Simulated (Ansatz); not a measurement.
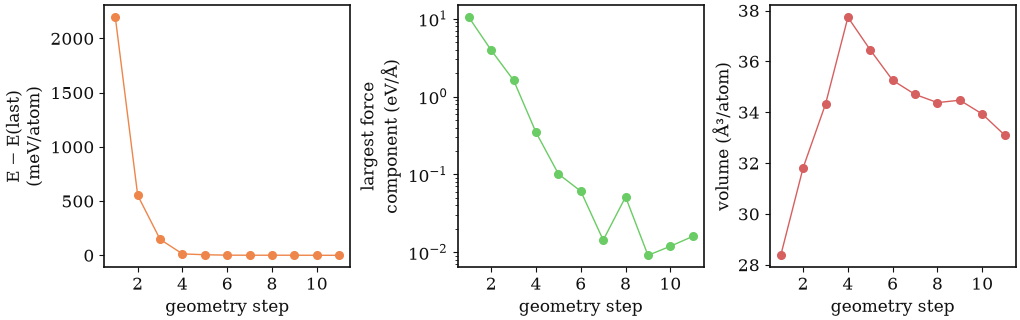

History of a geometry optimisation. Atoms and cell relax. A closing SCF on a freshly chosen basis isn't drawn.

System: Yb2Re (P-3m1, 6 atoms in the cell).
Method: DFT PBE, scalar-relativistic, plane waves, PAW in Ansatz 0.2.0; cutoff 420 eV, 6×6×1 k-mesh, Gaussian smearing of 0.1 eV.

> How did it end, and what did it gain?

The optimisation met its thresholds at geometry 11, counting the start as the first. The energy fell by about 2200 meV/atom from the first step to the last. Step 8 went uphill and was rejected by the line search. The largest force component goes from about 10.5 eV/Å at the start to 0.016 eV/Å at the end.

> What happens to the cell?

The volume grows from 28.4 to 33.1 Å³ per atom (+17 %), overshooting to 37.7 at step 4. The start was compressed.

> By which step was nine tenths of the energy gained?

By step 3 of 11.
